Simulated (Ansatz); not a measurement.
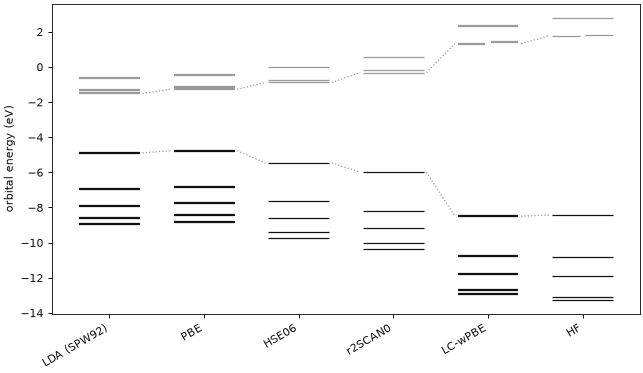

Frontier orbital energies of C₂H₆SZn, SMILES CS[CH2][ZnH], singlet at one geometry, def2-TZVPP, the Ansatz code, at a PBE0-D4/def2-TZVP geometry (a minimum by its frequencies). Empty levels are grey, levels within 0.1 eV stand side by side; all columns show the same few orbitals around the gap. Dotted lines join the HOMOs and the LUMOs.

Compare the HOMO-LUMO separations.

The separation grows from 3.38 eV (LDA (SPW92)) to 10.21 eV (HF).

```tsv
level	HOMO (eV)	LUMO (eV)	separation (eV)
LDA (SPW92)	−4.89	−1.51	3.38
PBE	−4.77	−1.27	3.50
HSE06	−5.47	−0.89	4.58
r2SCAN0	−5.99	−0.32	5.67
LC-wPBE	−8.50	1.32	9.82
HF	−8.43	1.78	10.21
```

Limits of at least one run: empty levels above zero depend strongly on the basis; no scalar relativity up to krypton; one conformer of a flexible molecule.
